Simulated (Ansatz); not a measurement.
**HfC (rock salt): frozen-phonon scan**

Relaxed HfC (rock salt):

```
CELL_PARAMETERS angstrom
      0.00000     4.65154     4.65154
      2.32577     2.32577     4.65154
      2.32577     2.32577     0.00000
ATOMIC_POSITIONS crystal
  C  0.00000 0.00000 0.00000
  C  0.50000 0.00000 0.00000
  Hf 0.00000 0.50000 0.50000
  Hf 0.50000 0.50000 0.50000
```

The atoms are displaced by Q × the pattern below (from a DFPT mode at X = (0.5, 0.5, 0.0), largest move 1; Q in Å), at fixed cell. It is one choice among 2 degenerate patterns. (q is in reciprocal vectors of the primitive cell; the cell shown is doubled to hold the pattern.)

```json
[
 {"atom": "C1", "x": "0.000", "y": "-0.099", "z": "0.000"},
 {"atom": "C2", "x": "0.000", "y": "0.099", "z": "0.000"},
 {"atom": "Hf3", "x": "0.000", "y": "1.000", "z": "0.000"},
 {"atom": "Hf4", "x": "0.000", "y": "-1.000", "z": "0.000"}
]
```

Computed with PBE (plane waves to 420 eV, PAW, scalar-relativistic; Ansatz, a program for electronic structure). k mesh 17×17×17 (Γ-centred), Fermi-Dirac smearing 0.05 eV. E stands for the smeared free energy. With partly filled bands, energies and forces of such displacements shift with the k mesh and the smearing. HfC is run without spin polarisation. HfC was relaxed with its symmetry unable to fall. Spin-orbit coupling is left out, though Hf is heavy. ΔE is measured from the undisplaced structure.

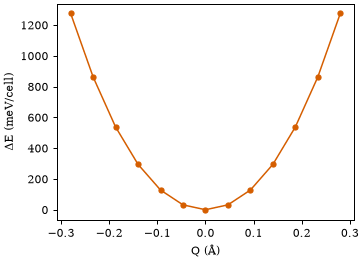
Figure. ΔE (meV/cell) against Q (Å); markers are the computed points, lines only join them.

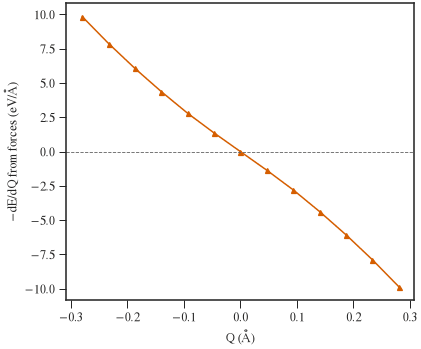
Figure: −dE/dQ from forces (eV/Å) against Q (Å); computed points joined by lines.

The energy at Q = 0.280 Å is 1275 meV/cell. Wavenumber by perturbation theory (DFPT, on another k mesh): 149 cm⁻¹. Space group of the distorted cell: Cmcm (No. 63), lowered from Fm-3m. Shape of the curve: a single well with its minimum at or next to zero displacement. Symmetry of the curve: even: the same for both signs.

(A displaced cell: forces are minus the slopes of the energy, force constants its curvatures, and phonons follow from these.)
